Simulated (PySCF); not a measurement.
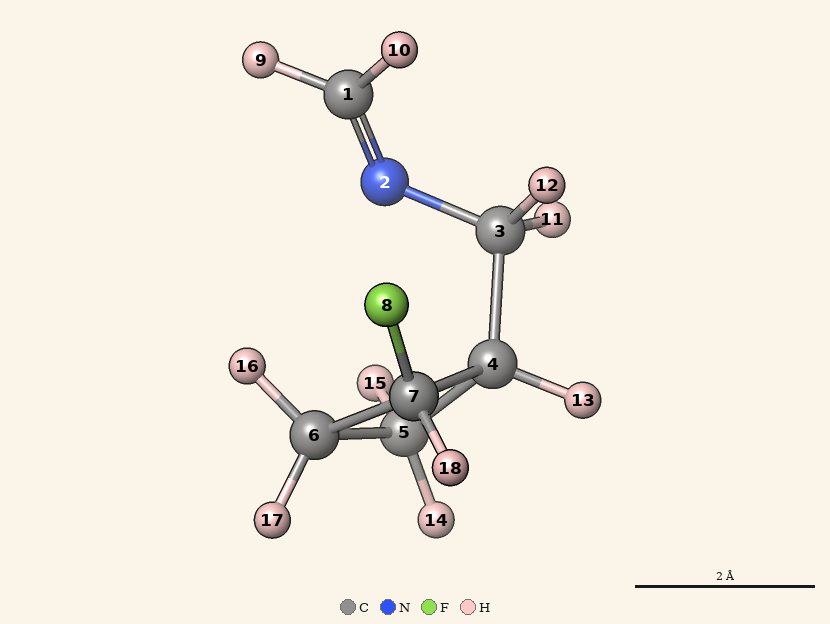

Orthographic view. Distant atoms are faded towards the background colour. Geometry: an end point of a reaction path computed with GFN2-xTB.

Write a MOL file (V2000) with the atoms in numerical order, bonds sorted by atom number with the orders drawn, and coordinates in the frame of the picture: x right, y up, z towards the viewer, origin at the mean position.

```
C6H10FN
                    3D

 18 18  0  0  0  0  0  0  0  0999 V2000
   -0.6800    2.4400    0.0200 C   0  0  0  0  0  0  0  0  0  0  0  0
   -0.2800    1.4600   -0.6400 N   0  0  0  0  0  0  0  0  0  0  0  0
    1.0200    0.9100   -0.3800 C   0  0  0  0  0  0  0  0  0  0  0  0
    0.9300   -0.5900   -0.0900 C   0  0  2  0  0  0  0  0  0  0  0  0
   -0.0600   -1.3500   -0.9900 C   0  0  0  0  0  0  0  0  0  0  0  0
   -1.0700   -1.3900    0.1700 C   0  0  0  0  0  0  0  0  0  0  0  0
    0.0500   -0.9500    1.1200 C   0  0  2  0  0  0  0  0  0  0  0  0
   -0.2600    0.0800    1.9800 F   0  0  0  0  0  0  0  0  0  0  0  0
   -1.6700    2.8300   -0.2000 H   0  0  0  0  0  0  0  0  0  0  0  0
   -0.1100    2.9400    0.8100 H   0  0  0  0  0  0  0  0  0  0  0  0
    1.6000    1.0400   -1.3000 H   0  0  0  0  0  0  0  0  0  0  0  0
    1.5400    1.4200    0.4400 H   0  0  0  0  0  0  0  0  0  0  0  0
    1.9500   -0.9900   -0.0400 H   0  0  0  0  0  0  0  0  0  0  0  0
    0.3000   -2.3400   -1.2700 H   0  0  0  0  0  0  0  0  0  0  0  0
   -0.3800   -0.8000   -1.8600 H   0  0  0  0  0  0  0  0  0  0  0  0
   -1.8200   -0.6100    0.0800 H   0  0  0  0  0  0  0  0  0  0  0  0
   -1.5400   -2.3400    0.3900 H   0  0  0  0  0  0  0  0  0  0  0  0
    0.4600   -1.7500    1.7500 H   0  0  0  0  0  0  0  0  0  0  0  0
  1  2  2  0
  1  9  1  0
  1 10  1  0
  2  3  1  0
  3  4  1  0
  3 11  1  0
  3 12  1  0
  4  5  1  0
  4  7  1  0
  4 13  1  0
  5  6  1  0
  5 14  1  0
  5 15  1  0
  6  7  1  0
  6 16  1  0
  6 17  1  0
  7  8  1  0
  7 18  1  0
M  END
```
